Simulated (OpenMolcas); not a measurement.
**Run report: Ru⁴⁺ complex, multiconfigurational calculation**

System: Ru⁴⁺ with 6 ligands (F; octahedron, 1.93 Å), neutralised by 6 outer point charges of +0.33 e, whose field is part of the energies.
Method: state-averaged SS-CASPT2, IPEA shift 0.25, imaginary shift 0.2 hartree, closed shells 4s 4p of the metal and the valence shells of the ligands correlated, active space 4 electrons in the shell 4d, basis ANO-RCC-VTZP on the metal and ANO-RCC-VDZP on the ligands, DKH2 scalar Hamiltonian, spin-orbit coupling by RASSI with atomic mean-field integrals (OpenMolcas).

**Key numbers**

```
                                 quantity                                                                 value
                                  outcome              converged; degenerate states are split by up to 320 cm⁻¹
      energy of the lowest spin-free term                                                   −5127.11007 hartree
    energy of the lowest spin-orbit level                                                   −5127.11724 hartree
                CASPT2 correlation energy                                                       −1.8433 hartree
largest spread among components of a term                                                            320.1 cm⁻¹
                  lowest reference weight                                                                 0.669
                                 hardware  1 thread of Arm Neoverse V1, 24 GiB of memory available, shared host
                                wall time                                                               7.1 min
                              peak memory                                                               0.4 GiB
```

**Remarks**

The components of ¹T1, which symmetry makes degenerate, are split by 320 cm⁻¹ in CASPT2, and those of 11 more by over 50 cm⁻¹. This is an artefact; the levels of such states rest on averages and are uncertain by about as much. Limits: small active space favours high spin, ground spin may be wrong; covalent bonds, ligand orbitals missing from the active space; distances are set from ionic radii, not optimised.

**Input**
```
&GATEWAY
Coord
7

Ru 0.0 0.0 0.0
F 1.930000 0.000000 0.000000
F 0.000000 1.930000 0.000000
F -1.930000 0.000000 0.000000
F 0.000000 -1.930000 0.000000
F 0.000000 0.000000 1.930000
F 0.000000 0.000000 -1.930000
Basis=Ru.ANO-RCC-VTZP,F.ANO-RCC-VDZP
Group=XYZ
NoMove
AngMom=0.0 0.0 0.0
AMFI
RICD
XField
3 Angstrom 0
5.130000 0.000000 0.000000 0.333333
0.000000 5.130000 0.000000 0.333333
0.000000 0.000000 5.130000 0.333333
&SEWARD
&RASSCF
FileOrb=start.orb
Symmetry=1
Spin=5
nActEl=4 0 0
Inactive=24 24
Ras2=5 0
CIRoot=5 5 1
SDav=5
CIMx=300
Iter=150 100
PrWF=0.3
OrbListing=Nothing
MaxOrb=0
LevShft=1.0
>>> COPY $Project.JobIph JOB001
&RASSCF
FileOrb=start.orb
Symmetry=1
Spin=3
nActEl=4 0 0
Inactive=24 24
Ras2=5 0
CIRoot=45 45 1
SDav=45
CIMx=300
Iter=150 100
PrWF=0.3
OrbListing=Nothing
MaxOrb=0
LevShft=1.0
>>> COPY $Project.JobIph JOB002
&RASSCF
FileOrb=start.orb
Symmetry=1
Spin=1
nActEl=4 0 0
Inactive=24 24
Ras2=5 0
CIRoot=50 50 1
SDav=50
CIMx=300
Iter=150 100
PrWF=0.3
OrbListing=Nothing
MaxOrb=0
LevShft=1.0
>>> COPY $Project.JobIph JOB003
&RASSI
NrOfJobIphs=3 5 45 50
1 2 3 4 5
1 2 3 4 5 6 7 8 9 10 11 12 13 14 15 16 17 18 19 20 21 22 23 24 25 26 27
28 29 30 31 32 33 34 35 36 37 38 39 40 41 42 43 44 45
1 2 3 4 5 6 7 8 9 10 11 12 13 14 15 16 17 18 19 20 21 22 23 24 25 26 27
28 29 30 31 32 33 34 35 36 37 38 39 40 41 42 43 44 45 46 47 48 49 50
IphNames
JOB001
JOB002
JOB003
EJob
SpinOrbit
DIPRint=1.0
SOCoupling=1000.0
Subsets=2
Property=9
'ANGMOM' 1 'ANGMOM' 2 'ANGMOM' 3 'MLTPL  1' 1 'MLTPL  1' 2 'MLTPL  1' 3
'AMFI' 1 'AMFI' 2 'AMFI' 3
SOProperty=3
'ANGMOM' 1 'ANGMOM' 2 'ANGMOM' 3
>>> COPY JOB001 $Project.JobIph
&CASPT2
Multistate=5 1 2 3 4 5
NoMult
Frozen=11 9
IPEA=0.25
Imaginary=0.2
MaxIter=60
WThr=0.0 0.3 0.05
PrWF=0.5
NoMix
>>> COPY JOB002 $Project.JobIph
&CASPT2
Multistate=45 1 2 3 4 5 6 7 8 9 10 11 12 13 14 15 16 17 18 19 20 21 22
23 24 25 26 27 28 29 30 31 32 33 34 35 36 37 38 39 40 41 42 43 44 45
NoMult
Frozen=11 9
IPEA=0.25
Imaginary=0.2
MaxIter=60
WThr=0.0 0.3 0.05
PrWF=0.5
NoMix
>>> COPY JOB003 $Project.JobIph
&CASPT2
Multistate=50 1 2 3 4 5 6 7 8 9 10 11 12 13 14 15 16 17 18 19 20 21 22
23 24 25 26 27 28 29 30 31 32 33 34 35 36 37 38 39 40 41 42 43 44 45 46
47 48 49 50
NoMult
Frozen=11 9
IPEA=0.25
Imaginary=0.2
MaxIter=60
WThr=0.0 0.3 0.05
PrWF=0.5
NoMix
```

The file start.orb holds starting orbitals from an earlier step. A driver script formed the levels outside the program, from RASSI's spin-orbit matrix and the CASPT2 energies (for multi-state variants, the effective Hamiltonian), averaged over the components of each term or state. The log and the time are those of the CASPT2 step.

Command:
```bash
OMP_NUM_THREADS=1 MOLCAS_MEM=2457 MOLCAS_PROJECT=a pymolcas a.inp > a.log  # once for each step of the input, in one work folder
```

**The program's output (extracts)**
```
--- CASPT2 ---
Orbital specifications:
      -----------------------

      Symmetry species                           1   2
                                                ag  au
      Frozen orbitals                           11   9
      Inactive orbitals                         13  15
      Active orbitals                            5   0
      Secondary orbitals                        49  50
      Deleted orbitals                           0   0
      Number of basis functions                 78  74
Type of calculation                        SS-CASPT2
      Fock operator                              state-specific
      IPEA shift                                 0.25
      Real shift                                 0.00
      Imaginary shift                            0.20
      The input orbitals will be transformed to quasi-canonical
Reference energy:       -5125.2282973157
      E2 (Non-variational):      -1.8093748026
      Shift correction:          -0.0058793617
      E2 (Variational):          -1.8152541643
      Total energy:           -5127.0435514800
      Residual norm:              0.0000001507
      Reference weight:           0.69168
      Contributions to the CASPT2 correlation energy
      Active & Virtual Only:         -0.0336196773
      One Inactive Excited:          -0.2644567362
      Two Inactive Excited:          -1.5112983891
Reference energy:       -5125.2282973157
      E2 (Non-variational):      -1.8093481850
      Shift correction:          -0.0058777815
      E2 (Variational):          -1.8152259665
      Total energy:           -5127.0435232822
      Residual norm:              0.0000001559
      Reference weight:           0.69169
      Contributions to the CASPT2 correlation energy
      Active & Virtual Only:         -0.0336196205
      One Inactive Excited:          -0.2644106939
      Two Inactive Excited:          -1.5113178706
::    CASPT2 Root  1     Total energy:  -5127.04355148
::    CASPT2 Root  2     Total energy:  -5127.04352328
::    CASPT2 Root  3     Total energy:  -5126.89766208
::    CASPT2 Root  4     Total energy:  -5126.89766208
::    CASPT2 Root  5     Total energy:  -5126.89728140
--- CASPT2 ---
Orbital specifications:
      -----------------------

      Symmetry species                           1   2
                                                ag  au
      Frozen orbitals                           11   9
      Inactive orbitals                         13  15
      Active orbitals                            5   0
      Secondary orbitals                        49  50
      Deleted orbitals                           0   0
      Number of basis functions                 78  74
Type of calculation                        SS-CASPT2
      Fock operator                              state-specific
      IPEA shift                                 0.25
      Real shift                                 0.00
      Imaginary shift                            0.20
      The input orbitals will be transformed to quasi-canonical
Reference energy:       -5125.2667871930
      E2 (Non-variational):      -1.8373721972
      Shift correction:          -0.0059337197
      E2 (Variational):          -1.8433059169
      Total energy:           -5127.1100931099
      Residual norm:              0.0000003583
      Reference weight:           0.68823
      Contributions to the CASPT2 correlation energy
      Active & Virtual Only:         -0.0407501530
      One Inactive Excited:          -0.2595339536
      Two Inactive Excited:          -1.5370880905
Reference energy:       -5125.2667871929
      E2 (Non-variational):      -1.8373333593
      Shift correction:          -0.0059328702
      E2 (Variational):          -1.8432662295
      Total energy:           -5127.1100534224
      Residual norm:              0.0000003575
      Reference weight:           0.68825
      Contributions to the CASPT2 correlation energy
      Active & Virtual Only:         -0.0407497152
      One Inactive Excited:          -0.2594957189
      Two Inactive Excited:          -1.5370879253
::    CASPT2 Root  1     Total energy:  -5127.11009311
::    CASPT2 Root  2     Total energy:  -5127.11005342
::    CASPT2 Root  3     Total energy:  -5127.11005906
::    CASPT2 Root  4     Total energy:  -5126.99585493
::    CASPT2 Root  5     Total energy:  -5126.99575920
::    CASPT2 Root  6     Total energy:  -5126.99027749
::    CASPT2 Root  7     Total energy:  -5126.99014428
::    CASPT2 Root  8     Total energy:  -5126.99033835
::    CASPT2 Root  9     Total energy:  -5126.98716701
::    CASPT2 Root 10     Total energy:  -5126.98710221
::    CASPT2 Root 11     Total energy:  -5126.98726737
::    CASPT2 Root 12     Total energy:  -5126.98360831
::    CASPT2 Root 13     Total energy:  -5126.97753982
::    CASPT2 Root 14     Total energy:  -5126.97387423
::    CASPT2 Root 15     Total energy:  -5126.97392431
::    CASPT2 Root 16     Total energy:  -5126.93295598
::    CASPT2 Root 17     Total energy:  -5126.93288992
::    CASPT2 Root 18     Total energy:  -5126.93300575
::    CASPT2 Root 19     Total energy:  -5126.93601420
::    CASPT2 Root 20     Total energy:  -5126.93587436
::    CASPT2 Root 21     Total energy:  -5126.93580729
::    CASPT2 Root 22     Total energy:  -5126.84862946
::    CASPT2 Root 23     Total energy:  -5126.84863522
::    CASPT2 Root 24     Total energy:  -5126.84867884
::    CASPT2 Root 25     Total energy:  -5126.84886926
::    CASPT2 Root 26     Total energy:  -5126.84881774
::    CASPT2 Root 27     Total energy:  -5126.84881174
::    CASPT2 Root 28     Total energy:  -5126.83758730
::    CASPT2 Root 29     Total energy:  -5126.83765238
::    CASPT2 Root 30     Total energy:  -5126.83615807
--- CASPT2 ---
Orbital specifications:
      -----------------------

      Symmetry species                           1   2
                                                ag  au
      Frozen orbitals                           11   9
      Inactive orbitals                         13  15
      Active orbitals                            5   0
      Secondary orbitals                        49  50
      Deleted orbitals                           0   0
      Number of basis functions                 78  74
Type of calculation                        SS-CASPT2
      Fock operator                              state-specific
      IPEA shift                                 0.25
      Real shift                                 0.00
      Imaginary shift                            0.20
      The input orbitals will be transformed to quasi-canonical
Reference energy:       -5125.2233532909
      E2 (Non-variational):      -1.8508921474
      Shift correction:          -0.0060510549
      E2 (Variational):          -1.8569432023
      Total energy:           -5127.0802964931
      Residual norm:              0.0000004072
      Reference weight:           0.68533
      Contributions to the CASPT2 correlation energy
      Active & Virtual Only:         -0.0428035492
      One Inactive Excited:          -0.2655829546
      Two Inactive Excited:          -1.5425056436
Reference energy:       -5125.2233532908
      E2 (Non-variational):      -1.8506944466
      Shift correction:          -0.0060403612
      E2 (Variational):          -1.8567348078
      Total energy:           -5127.0800880985
      Residual norm:              0.0000003983
      Reference weight:           0.68543
      Contributions to the CASPT2 correlation energy
      Active & Virtual Only:         -0.0427592175
      One Inactive Excited:          -0.2654834800
      Two Inactive Excited:          -1.5424517491
::    CASPT2 Root  1     Total energy:  -5127.08029649
::    CASPT2 Root  2     Total energy:  -5127.08008810
::    CASPT2 Root  3     Total energy:  -5127.08001377
::    CASPT2 Root  4     Total energy:  -5127.07735965
::    CASPT2 Root  5     Total energy:  -5127.07763613
::    CASPT2 Root  6     Total energy:  -5127.03935227
::    CASPT2 Root  7     Total energy:  -5126.96830040
::    CASPT2 Root  8     Total energy:  -5126.96837499
::    CASPT2 Root  9     Total energy:  -5126.96834989
::    CASPT2 Root 10     Total energy:  -5126.96860158
::    CASPT2 Root 11     Total energy:  -5126.95879654
::    CASPT2 Root 12     Total energy:  -5126.95879549
::    CASPT2 Root 13     Total energy:  -5126.96025390
::    CASPT2 Root 14     Total energy:  -5126.95595528
::    CASPT2 Root 15     Total energy:  -5126.95640954
::    CASPT2 Root 16     Total energy:  -5126.93028154
::    CASPT2 Root 17     Total energy:  -5126.91355020
::    CASPT2 Root 18     Total energy:  -5126.91384730
::    CASPT2 Root 19     Total energy:  -5126.91350818
::    CASPT2 Root 20     Total energy:  -5126.90367849
::    CASPT2 Root 21     Total energy:  -5126.90368200
::    CASPT2 Root 22     Total energy:  -5126.90365313
::    CASPT2 Root 23     Total energy:  -5126.83233293
::    CASPT2 Root 24     Total energy:  -5126.83237515
::    CASPT2 Root 25     Total energy:  -5126.83227110
::    CASPT2 Root 26     Total energy:  -5126.82589380
::    CASPT2 Root 27     Total energy:  -5126.82651562
::    CASPT2 Root 28     Total energy:  -5126.82676068
::    CASPT2 Root 29     Total energy:  -5126.80208414
::    CASPT2 Root 30     Total energy:  -5126.80187521
```

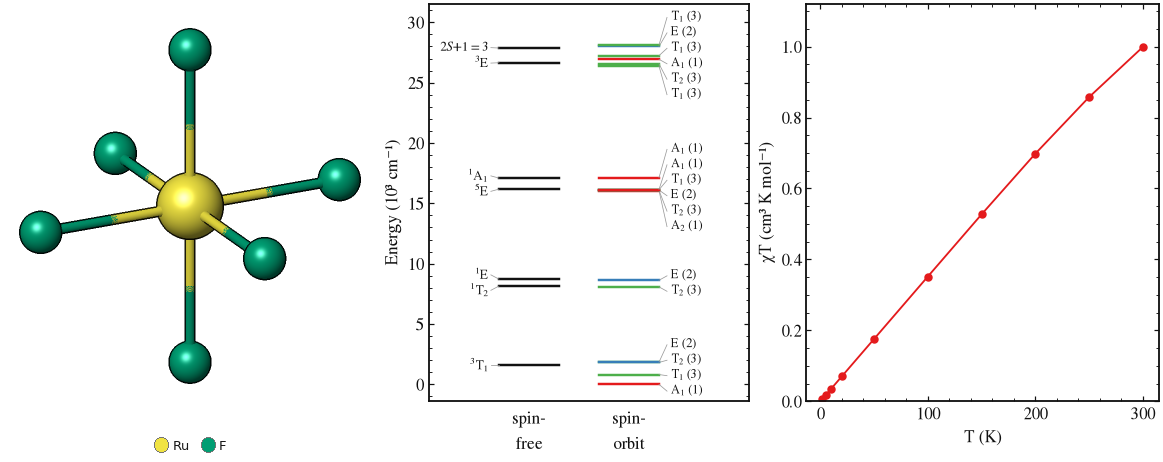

Figure 1. Ru⁴⁺ (4d⁴) with 6 ligands, F⁻, at 1.93 Å (arrangement: octahedron, Oh), neutralised by outer point charges of +0.33 e, and its levels and susceptibility. Labels give the representation in O, Td, D4 or D3 as the site allows (double group for half-integer spin) where it could be assigned and, in brackets, the degeneracy; spin-free states, where drawn, share the zero of the spin-orbit levels. Powder susceptibility by Van Vleck's formula. The ground level is A₁, non-degenerate, 98 % from states of spin multiplicity 3. The next level lies at 812 cm⁻¹ (T₁). The lowest spin-free state is ³T₁; of the same spin there follows at 25,100 cm⁻¹ (³E) above it. χT is 0.00703 cm³ K mol⁻¹ at 2 K and 0.998 at 300 K, an effective moment of 2.83 μB.
